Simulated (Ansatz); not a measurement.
**Work function of Au(111): what the settings cost and change**

How thick a slab and how much vacuum does the work function of Au(111) need?

Calculated with Ansatz 0.2.0; plane-wave DFT, PBE, Ansatz PAW.

## (1) The starting structure

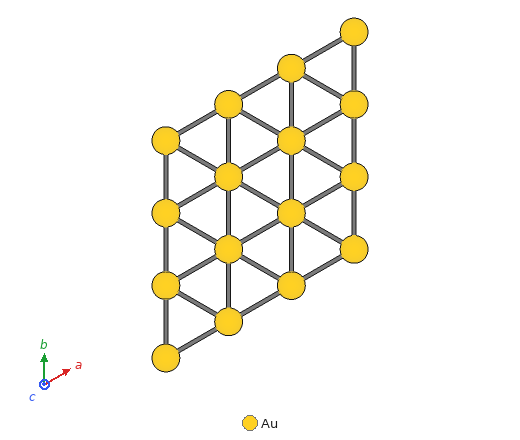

Start, viewed from above; gold yellow. 4×4×1 cells are drawn.

The cell holds 1 atom: 1 Au. Its edges and angles: a = 2.885 Å, b = 2.885 Å, c = 18.000 Å, α = 90.0°, β = 90.0°, γ = 60.0°. Vacuum lies along c.

As a file:

```cif
data_structure
_symmetry_space_group_name_H-M 'P 1'
_symmetry_Int_Tables_number 1
_cell_length_a 2.8850
_cell_length_b 2.8850
_cell_length_c 18.0000
_cell_angle_alpha 90.000
_cell_angle_beta 90.000
_cell_angle_gamma 60.000
_cell_volume 129.75
loop_
_atom_site_label
_atom_site_type_symbol
_atom_site_fract_x
_atom_site_fract_y
_atom_site_fract_z
_atom_site_occupancy
Au1 Au 0.66667 0.66667 0.50000 1
```

## (2) Slab, setting 1 layer

A work function rests on the faint tail of the density, so the SCF threshold is tight. The slab grows from one layer, at fixed mesh and 18 Å of vacuum; then the vacuum is varied on one slab.

Input file input.yaml:

```yaml
crystal:
  lattice:
    - [2.8849956672, 0.0, 0.0]
    - [1.4424978336, 2.4984795376, 0.0]
    - [0.0, 0.0, 18.0]
  atoms:
    - { symbol: Au, position: [0.6666666667, 0.6666666667, 0.5] }
kpoints:
  mp_grid: { grid: [16, 16, 1] }
hamiltonian:
  xc: pbe
scf:
  occupations: { method: fermi_dirac, width: 0.1 }
  convergence: { dr2_threshold: 1.0e-09 }
efield:
  axis: 3
  dipole_correction: true
  ramp_position: 0.97
  ramp_width: 0.06
output:
  write_potential: true
  write_density: true
  volumetric_format: npy
  elf: true
```

Command:

```bash
ansatz run input.yaml --threads 2 --pin off --max-ram 3072MiB --backend cpu --events-out ev --progress --plain --runs-dir out
```

Numbers of over 12 decimals in the logs are rounded to 6 here.

Log:

```text
Engine: ansatz 0.2.0, x86_64-unknown-linux-gnu
Pseudopotentials: kind: paw
Pseudopotential: Au, paw, valence charge 19, recommended cutoff 420 eV (normal), Au.paw.azcp
Functional definition: PBE
  parameter kappa = 0.804
  parameter beta = 0.066725
  exchange = pbe_x(kappa = kappa, mu = beta*pi^2/3)
  correlation = pbe_c(beta = beta)
Crystal: 1 atoms, lattice volume = 129.746 Å³
Basis set: ecut = 420 eV, 2545 PW (Γ)
Bands: 14, of which v1, the nominal top of the filled ones, is band 10 counted from 1 (9 counted from 0)
Symmetry: 12 space group operations
k-points: 30 of 256
Non-local potential: Au, projectors of the file, l = 0: 3, l = 1: 2, l = 2: 2, l = 3: 1
PAW form: soft (Blöchl's): semilocal exchange-correlation on the pseudo side does not see the compensation charge
PAW one-centre angular grid: Au, 590 points (default); XC on 64 Gauss nodes
Initial density: superposition of atomic densities (neutral atoms: chi_scale 0, normalization atom), corrected by the library's trained network
Initial wavefunctions: pseudopotential atomic-orbital guess
Functional: x = pbe(κ = 0.804, μ = 0.219515), c = pbe(β = 0.066725)
SCF iter   1: F=—  HF=-13148.952024 eV  |F-HF|=—  |Δ(HF+E_count)|=         —  Δρ=9.00e-4  dr2=7.65e-4  ethr=1.77e-3  p=0.000 e·Å  D=9.78e-15 V/Å  ΔV_dip=-0.00 eV  dr2_dipole=1.08e-11  V_vac-E_F(+/−)=5.50/5.50 eV  ⟨swp⟩=5.9  Hψ=2353  notcnv=0
efield: sawtooth ramp at fractional position 0.9700 (set: `efield.ramp_position`, or a place that a band, a saddle search or an elastic batch's reference lends), width 0.0600; the density the first Hamiltonian is built on has a dipole p = 0.000 e·Å; the dipole correction subtracts the counter field D = 9.78e-15 V/Å, which shifts the + side's vacuum level by -0.00 eV against the − side's; the planar-averaged density in the ramp window peaks in size at 1.3e-5 e/Å³
preconditioner: auto → none  [insulator: Δε(μ)=1.074 eV  Ē_g=9.717 eV  σ=0.100 eV  W_gap=0.97  n_scr=10 (ndim 8)  ℏωp=10.8 eV  f_vac=0.771  D(μ)=0.08/eV (n_scr^D=0)  ε∞_Penn≈2.2]
SCF iter   2: F=—  HF=-13148.953014 eV  |F-HF|=—  |Δ(HF+E_count)|=   9.90e-4  Δρ=5.12e-4  dr2=1.83e-4  ethr=4.02e-6  p=0.000 e·Å  D=2.74e-6 V/Å  ΔV_dip=-0.00 eV  dr2_dipole=1.06e-10  V_vac-E_F(+/−)=5.44/5.44 eV  ⟨swp⟩=2.9  Hψ=1000  notcnv=0
SCF iter   3: F=—  HF=-13148.953079 eV  |F-HF|=—  |Δ(HF+E_count)|=   6.55e-5  Δρ=1.92e-4  dr2=4.87e-5  ethr=9.64e-7  p=-0.000 e·Å  D=-6.48e-6 V/Å  ΔV_dip=0.00 eV  dr2_dipole=4.02e-10  V_vac-E_F(+/−)=5.43/5.43 eV  ⟨swp⟩=2.3  Hψ=660  notcnv=0
SCF iter   4: F=—  HF=-13148.953112 eV  |F-HF|=—  |Δ(HF+E_count)|=   3.26e-5  Δρ=4.46e-5  dr2=1.45e-6  ethr=2.56e-7  p=0.000 e·Å  D=9.65e-6 V/Å  ΔV_dip=-0.00 eV  dr2_dipole=9.33e-10  V_vac-E_F(+/−)=5.41/5.41 eV  ⟨swp⟩=2.0  Hψ=546  notcnv=0
SCF iter   5: F=—  HF=-13148.953117 eV  |F-HF|=—  |Δ(HF+E_count)|=   4.77e-6  Δρ=1.31e-5  dr2=1.20e-7  ethr=7.63e-9  p=-0.000 e·Å  D=-2.50e-5 V/Å  ΔV_dip=0.00 eV  dr2_dipole=6.22e-9  V_vac-E_F(+/−)=5.41/5.41 eV  ⟨swp⟩=2.2  Hψ=617  notcnv=0
SCF iter   6: F=—  HF=-13148.953118 eV  |F-HF|=—  |Δ(HF+E_count)|=   1.02e-6  Δρ=7.95e-6  dr2=5.27e-7  ethr=6.33e-10  p=0.000 e·Å  D=9.39e-5 V/Å  ΔV_dip=-0.00 eV  dr2_dipole=9.00e-8  V_vac-E_F(+/−)=5.41/5.42 eV  ⟨swp⟩=3.0  Hψ=803  notcnv=0
SCF iter   7: F=—  HF=-13148.953118 eV  |F-HF|=—  |Δ(HF+E_count)|=   1.04e-7  Δρ=1.98e-6  dr2=4.24e-9  ethr=6.33e-10  p=-0.000 e·Å  D=-1.54e-6 V/Å  ΔV_dip=0.00 eV  dr2_dipole=3.45e-11  V_vac-E_F(+/−)=5.41/5.41 eV  ⟨swp⟩=2.0  Hψ=581  notcnv=0
SCF iter   8: F=-13148.953118 eV  HF=-13148.953118 eV  |F-HF|=1.38e-10  |Δ(HF+E_count)|=  5.09e-11  Δρ=4.56e-7  dr2=1.65e-10  ethr=5.26e-12  p=-0.000 e·Å  D=-6.06e-7 V/Å  ΔV_dip=0.00 eV  dr2_dipole=3.31e-13  V_vac-E_F(+/−)=5.41/5.41 eV  ⟨swp⟩=6.4  Hψ=1579  notcnv=0
SCF 1 converged in 8 iterations: F = -13148.953118 eV  dr2 = 1.65e-10
  greatest PAW one-centre occupation: 1.000 electrons in one spin orbital (limit 2), on the Au atom at site 0 (counted from 0), in its partial waves of l = 0
WARN: The output density's exchange-correlation potential varies sharply where the density is thin. Do not read a vacuum level from v_tot or v_xc, or from such a field of the output density. On a cell that repeats whose density bears no net charge and no dipole along the vacuum's axis use v_es (v_loc + v_h of the components); under efield.dipole_correction with no amplitude use v_es + v_field, which holds any externa [...]
SCF converged after 8 iterations
Free energy (F): -13148.953118 eV
Harris-Foulkes:  -13148.953118 eV  (|F-HF|=1.38e-10)
Internal energy: -13148.949430 eV  (E = F + TS)
E sigma→0 (E₀):  -13148.951274 eV
Entropy (-TS):   -0.003688 eV (-3.688 meV/atom)
Fermi energy:    -2.082164 eV
Dipole field:    D = -0.000002 V/Å  (p = -0.000001 e·Å, saw-weighted, corrected)
Work function:   Φ+ = 5.4142 eV   Φ− = 5.4141 eV
Levels:          The Fermi level and band energies are counted from a zero that moves with the ramp; work functions are not
--- Per-component energies (eV) ---
  E_band       = -615.805180
  E_kinetic    = 603.016952
  E_local      = -13129.833886  (includes V_loc(G=0)·N_el)
  E_nonlocal   = 74.376963
  E_hartree    = 6235.879505
  E_xc         = -226.311598
  E_vxc        = -272.753719  (∫ρ·V_xc dr)
  E_paw        = -9707.016145  (= ΣΔE_a)
  E_vpaw       = -362.371228  (= ΣTr[D̂ρ^β])
  E_aug_tail   = 0.001450  (compensation charges beyond the density's cutoff)
  E_efield     = 0.000000  (sawtooth field / dipole correction)
  E_vefield    = 0.000000  (∫n·V_field dr)
  E_ewald      = 3000.937329
  E_smearing   = -0.003688  (= −TS)
  E_closure    = 0.000000  (closes the sum)
  Σ components = -13148.953118   (vs F -13148.953118, Δ=0.00e0)
--- Band table (eV; the first three rows and the last of 30) ---
  k-point 0: bands = [... 6 lower, -5.4993, -4.8821, -3.7386, -3.7386, -0.4961, 3.0274, 3.6585, 3.8470]
  k-point 1: bands = [... 6 lower, -5.4219, -4.8504, -3.8843, -3.7553, -0.2941, 3.1183, 3.7598, 3.9378]
  k-point 2: bands = [... 6 lower, -5.1961, -4.7577, -4.2349, -3.8025, 0.2300, 3.3911, 4.0615, 4.2104]
  k-point 29: bands = [... 6 lower, -5.2771, -5.0765, -4.1551, 1.9417, 4.0262, 5.3925, 7.0035, 9.5568]
```

It took 4.3 s on 2 threads of Intel Xeon 6975P-C (Granite Rapids), shared host; peak memory 0.44 GiB; 6.8 s of CPU time.

Reading the cycles: dr2 is the Hartree energy of the density residual (eV), the measure of convergence; HF is the Harris–Foulkes estimate of the energy, which meets the free energy F at convergence.

Numbers from this step:

```yaml
energy_at_zero_smearing: -13148.9513 eV
work_function_upper_face: 5.414 eV
```

Running mean over 2.356 Å of the planar mean; the ramp of the sawtooth is left out. The electron's electrostatic potential energy less the Fermi level by z:

```tsv
z (Å)	electron's electrostatic potential energy less the Fermi level (eV)
3	5.41
4	5.41
5	5.41
6	5.37
7	4.44
8	-2.94
9	-7.43
10	-2.94
11	4.44
12	5.37
13	5.41
14	5.41
15	5.41
```

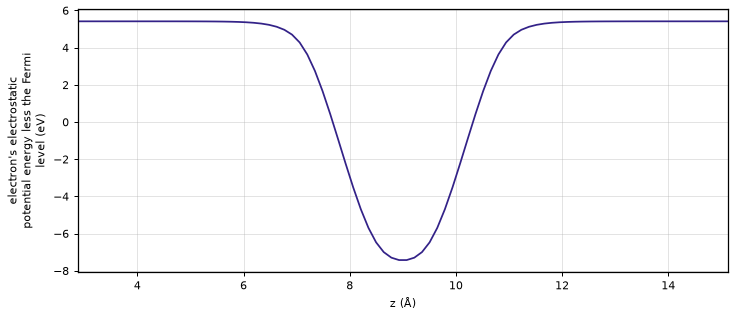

Electron's electrostatic potential energy less the Fermi level, plotted against z.

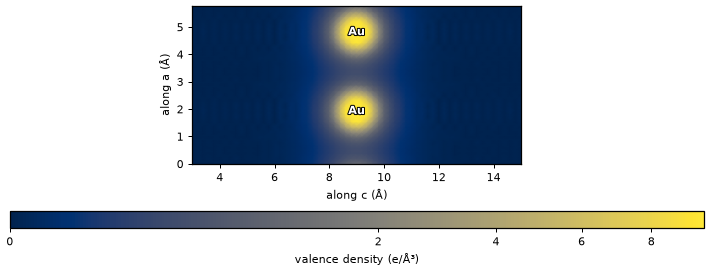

Valence density in the ca plane at fractional y = 0.667, with atoms of Au within 0.2 Å of it. It is the smooth field of the valence electrons, not physical close to the nuclei. The colour scale is stretched toward low values. The far vacuum is left out of the map.

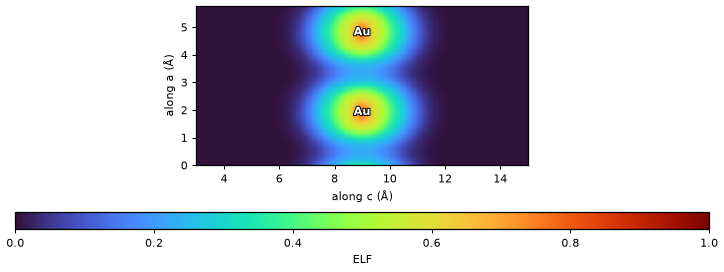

ELF in the ca plane at fractional y = 0.667, with atoms of Au within 0.2 Å of it. It is the smooth field of the valence electrons, not physical close to the nuclei. The far vacuum is left out of the map.

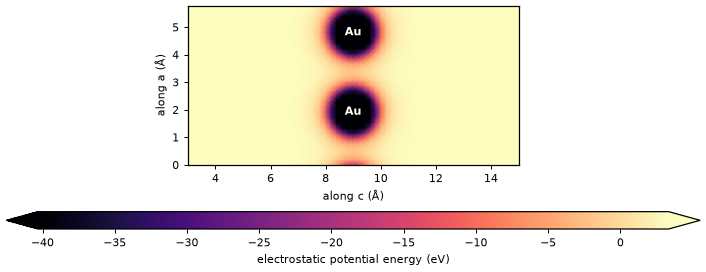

Electrostatic potential energy in the ca plane at fractional y = 0.667, with atoms of Au within 0.2 Å of it. With pseudopotentials it is smooth inside the atoms' cores, unlike the true potential. The far vacuum is left out of the map.

The work function is 5.414 eV.

## (3) Slab, 2 atoms

System of this step: Au(111). The cell holds 2 atoms: 2 Au. Its edges and angles: a = 2.885 Å, b = 2.885 Å, c = 20.356 Å, α = 90.0°, β = 90.0°, γ = 60.0°. Vacuum lies along c.

input.yaml, the sections that differ from step 2:

```yaml
crystal:
  lattice:
    - [2.8849956672, 0.0, 0.0]
    - [1.4424978336, 2.4984795376, 0.0]
    - [0.0, 0.0, 20.3555890983]
  atoms:
    - { symbol: Au, position: [0.6666666667, 0.6666666667, 0.4421390094] }
    - { symbol: Au, position: [0.0, 0.0, 0.5578609906] }
output:
  write_potential: true
  write_density: true
  volumetric_format: npy
# kpoints, hamiltonian, scf, efield: as in step 2
```

Log:

```text
[...]
Crystal: 2 atoms, lattice volume = 146.725 Å³
Basis set: ecut = 420 eV, 2865 PW (Γ)
Bands: 23, of which v1, the nominal top of the filled ones, is band 19 counted from 1 (18 counted from 0)
Symmetry: 6 space group operations
k-points: 30 of 256 (time reversal used)
[...]
k-point 0: bands = [... 15 lower, -1.8800, -1.8800, -1.4646, -1.1546, -1.1546, 1.4522, 5.5805, 5.8077]
  k-point 1: bands = [... 15 lower, -2.0927, -1.9076, -1.3415, -1.2240, -1.1511, 1.7378, 5.6644, 5.9057]
  k-point 2: bands = [... 15 lower, -2.4196, -1.9710, -1.6532, -1.1456, -0.8767, 2.4251, 5.9157, 6.1992]
  k-point 29: bands = [... 15 lower, -1.9110, -1.4145, -1.2470, 3.6982, 4.5475, 6.1314, 6.5252, 7.6896]
[key lines of the parts left out:]
SCF converged after 8 iterations
Free energy (F): -26298.063476 eV
Fermi energy:    0.584808 eV
Dipole field:    D = 0.000001 V/Å  (p = 0.000001 e·Å, saw-weighted, corrected)
Work function:   Φ+ = 5.3606 eV   Φ− = 5.3606 eV
```

Run time: 8 s. Hardware: 2 threads; peak memory 0.42 GiB; 13 s of CPU time.

The work function is 5.361 eV, -0.054 eV from the run “1 layer”, at 1.9 times its CPU time.

## (4) Run, 3 atoms

System of this step: Au(111). The cell holds 3 atoms: 3 Au. Its edges and angles: a = 2.885 Å, b = 2.885 Å, c = 22.711 Å, α = 90.0°, β = 90.0°, γ = 60.0°. Vacuum lies along c.

input.yaml, the sections that differ from step 3:

```yaml
crystal:
  lattice:
    - [2.8849956672, 0.0, 0.0]
    - [1.4424978336, 2.4984795376, 0.0]
    - [0.0, 0.0, 22.7111781966]
  atoms:
    - { symbol: Au, position: [0.3333333333, 0.3333333333, 0.3962806298] }
    - { symbol: Au, position: [0.6666666667, 0.6666666667, 0.5] }
    - { symbol: Au, position: [0.0, 0.0, 0.6037193702] }
# kpoints, hamiltonian, scf, efield, output: as in step 3
```

Log:

```text
[...]
Crystal: 3 atoms, lattice volume = 163.705 Å³
Basis set: ecut = 420 eV, 3207 PW (Γ)
Bands: 35, of which v1, the nominal top of the filled ones, is band 29 counted from 1 (28 counted from 0)
Symmetry: 6 space group operations
k-points: 30 of 256 (time reversal used)
[...]
k-point 0: bands = [... 25 lower, 0.3659, 0.3659, 0.8696, 0.8696, 1.2280, 3.1757, 7.5038, 7.9798, ... 2 higher]
  k-point 1: bands = [... 25 lower, 0.1813, 0.3647, 0.6932, 0.8726, 1.4741, 3.5093, 7.5820, 8.0786, ... 2 higher]
  k-point 2: bands = [... 25 lower, -0.0770, 0.3523, 0.4686, 0.8809, 1.9377, 4.2801, 7.8152, 8.3747, ... 2 higher]
  k-point 29: bands = [... 25 lower, 0.6625, 0.8230, 5.2806, 6.3122, 6.3182, 7.5551, 8.3935, 8.9711, ... 2 higher]
[key lines of the parts left out:]
SCF converged after 8 iterations
Free energy (F): -39447.331787 eV
Fermi energy:    2.837109 eV
Dipole field:    D = 0.000004 V/Å  (p = 0.000004 e·Å, saw-weighted, corrected)
Work function:   Φ+ = 5.1929 eV   Φ− = 5.1930 eV
```

Run time: 14 s. Hardware: 2 threads; peak memory 0.52 GiB.

The work function is 5.193 eV, -0.168 eV from the run “2 layers”, at 1.8 times its CPU time.

## (5) Slab, 4 atoms

System of this step: Au(111). The cell holds 4 atoms: 4 Au. Cell: a = 2.885 Å, b = 2.885 Å, c = 25.067 Å, α = 90.0°, β = 90.0°, γ = 60.0°. Vacuum lies along c.

input.yaml, the sections that differ from step 4:

```yaml
crystal:
  lattice:
    - [2.8849956672, 0.0, 0.0]
    - [1.4424978336, 2.4984795376, 0.0]
    - [0.0, 0.0, 25.0667672949]
  atoms:
    - { symbol: Au, position: [0.0, 0.0, 0.3590411118] }
    - { symbol: Au, position: [0.3333333333, 0.3333333333, 0.4530137039] }
    - { symbol: Au, position: [0.6666666667, 0.6666666667, 0.5469862961] }
    - { symbol: Au, position: [0.0, 0.0, 0.6409588882] }
# kpoints, hamiltonian, scf, efield, output: as in step 4
```

Log:

```text
[...]
Crystal: 4 atoms, lattice volume = 180.684 Å³
Basis set: ecut = 420 eV, 3551 PW (Γ)
Bands: 46, of which v1, the nominal top of the filled ones, is band 38 counted from 1 (37 counted from 0)
Symmetry: 6 space group operations
k-points: 30 of 256 (time reversal used)
[...]
k-point 0: bands = [... 34 lower, 1.6935, 2.2398, 2.2398, 2.5762, 2.5762, 3.3303, 4.6738, 9.1084, ... 4 higher]
  k-point 1: bands = [... 34 lower, 1.7759, 2.0569, 2.2384, 2.4269, 2.5812, 3.5988, 5.0406, 9.1737, ... 4 higher]
  k-point 2: bands = [... 34 lower, 1.7072, 1.8270, 2.2334, 2.4816, 2.5943, 4.1222, 5.8631, 9.3705, ... 4 higher]
  k-point 29: bands = [... 34 lower, 2.4233, 2.5311, 6.7407, 7.6702, 7.8874, 7.9793, 9.2529, 9.4855, ... 4 higher]
[key lines of the parts left out:]
SCF converged after 9 iterations
Free energy (F): -52596.660678 eV
Fermi energy:    4.515765 eV
Dipole field:    D = -0.000000 V/Å  (p = -0.000000 e·Å, saw-weighted, corrected)
Work function:   Φ+ = 5.1815 eV   Φ− = 5.1815 eV
```

Wall time 17 s (2 threads); peak memory 0.58 GiB.

The work function is 5.182 eV, -0.011 eV from the run “3 layers”, at 1.3 times its CPU time.

## (6) Run, 5 atoms

System of this step: Au(111). The cell holds 5 atoms: 5 Au. Cell: a = 2.885 Å, b = 2.885 Å, c = 27.422 Å, α = 90.0°, β = 90.0°, γ = 60.0°. Vacuum lies along c.

input.yaml, the sections that differ from step 5:

```yaml
crystal:
  lattice:
    - [2.8849956672, 0.0, 0.0]
    - [1.4424978336, 2.4984795376, 0.0]
    - [0.0, 0.0, 27.4223563932]
  atoms:
    - { symbol: Au, position: [0.6666666667, 0.6666666667, 0.3281993666] }
    - { symbol: Au, position: [0.0, 0.0, 0.4140996833] }
    - { symbol: Au, position: [0.3333333333, 0.3333333333, 0.5] }
    - { symbol: Au, position: [0.6666666667, 0.6666666667, 0.5859003167] }
    - { symbol: Au, position: [0.0, 0.0, 0.6718006334] }
# kpoints, hamiltonian, scf, efield, output: as in step 5
```

Log:

```text
[...]
Crystal: 5 atoms, lattice volume = 197.663 Å³
Basis set: ecut = 420 eV, 3871 PW (Γ)
Bands: 57, of which v1, the nominal top of the filled ones, is band 48 counted from 1 (47 counted from 0)
Symmetry: 6 space group operations
k-points: 30 of 256 (time reversal used)
[...]
k-point 0: bands = [... 44 lower, 3.2751, 3.7350, 3.7350, 3.9684, 3.9684, 4.9869, 5.9379, 10.3411, ... 5 higher]
  k-point 1: bands = [... 44 lower, 3.3973, 3.5652, 3.7363, 3.9066, 3.9741, 5.2728, 6.3256, 10.3968, ... 5 higher]
  k-point 2: bands = [... 44 lower, 3.2766, 3.4320, 3.7379, 3.9894, 4.2554, 5.8400, 7.1802, 10.5676, ... 5 higher]
  k-point 29: bands = [... 44 lower, 3.9403, 7.9864, 8.7583, 9.1285, 9.1330, 9.5915, 10.3861, 10.6468, ... 5 higher]
[key lines of the parts left out:]
SCF converged after 10 iterations
Free energy (F): -65745.951464 eV
Fermi energy:    5.911458 eV
Dipole field:    D = -0.000000 V/Å  (p = -0.000000 e·Å, saw-weighted, corrected)
Work function:   Φ+ = 5.1754 eV   Φ− = 5.1754 eV
```

It took 27 s on 2 threads; peak memory 0.65 GiB; 47 s of CPU time.

The work function is 5.175 eV, -0.006 eV from the run “4 layers”, at 1.6 times its CPU time.

## (7) Slab, 6 atoms

System of this step: Au(111). The cell holds 6 atoms: 6 Au. Its edges and angles: a = 2.885 Å, b = 2.885 Å, c = 29.778 Å, α = 90.0°, β = 90.0°, γ = 60.0°. Vacuum lies along c.

input.yaml, the sections that differ from step 6:

```yaml
crystal:
  lattice:
    - [2.8849956672, 0.0, 0.0]
    - [1.4424978336, 2.4984795376, 0.0]
    - [0.0, 0.0, 29.7779454915]
  atoms:
    - { symbol: Au, position: [0.3333333333, 0.3333333333, 0.3022371037] }
    - { symbol: Au, position: [0.6666666667, 0.6666666667, 0.3813422622] }
    - { symbol: Au, position: [0.0, 0.0, 0.4604474207] }
    - { symbol: Au, position: [0.3333333333, 0.3333333333, 0.5395525793] }
    - { symbol: Au, position: [0.6666666667, 0.6666666667, 0.6186577378] }
    - { symbol: Au, position: [0.0, 0.0, 0.6977628963] }
# kpoints, hamiltonian, scf, efield, output: as in step 6
```

Log:

```text
[...]
Crystal: 6 atoms, lattice volume = 214.642 Å³
Basis set: ecut = 420 eV, 4203 PW (Γ)
Bands: 69, of which v1, the nominal top of the filled ones, is band 57 counted from 1 (56 counted from 0)
Symmetry: 6 space group operations
k-points: 30 of 256 (time reversal used)
[...]
k-point 0: bands = [... 53 lower, 4.5923, 4.5923, 4.9695, 4.9695, 5.1418, 5.1418, 6.3311, 7.0174, ... 8 higher]
  k-point 1: bands = [... 53 lower, 4.5942, 4.6991, 4.8196, 4.9724, 5.1482, 5.2407, 6.6336, 7.4201, ... 8 higher]
  k-point 2: bands = [... 53 lower, 4.4423, 4.5965, 4.8787, 4.9791, 5.1652, 5.7703, 7.2389, 8.2973, ... 8 higher]
  k-point 29: bands = [... 53 lower, 5.1295, 9.0713, 9.6694, 10.1982, 10.2346, 10.4445, 10.6983, 11.4298, ... 8 higher]
[key lines of the parts left out:]
SCF converged after 10 iterations
Free energy (F): -78895.271570 eV
Fermi energy:    7.140694 eV
Dipole field:    D = -0.000000 V/Å  (p = -0.000000 e·Å, saw-weighted, corrected)
Work function:   Φ+ = 5.1184 eV   Φ− = 5.1184 eV
```

Elapsed: 33 s, on 2 threads; peak memory 0.78 GiB; 59 s of CPU time.

The work function is 5.118 eV, -0.057 eV from the run “5 layers”, at 1.2 times its CPU time.

[end of part 1 of 2]

[Logs are printed without paths, hosts, clocks, repeated set-up lines and the standing remarks that a program may print on its own settings, such as how far it seeks lower states.]

[Hosts, paths, dates, database ids (printed as entryN), source tags and the programs' standing remarks are cut or masked in the printed files.]

[Maps of the electrostatic potential energy from Ansatz leave out the sawtooth potential of an applied field or a dipole correction, so their vacuum need not be flat; planar profiles and work functions include it.]
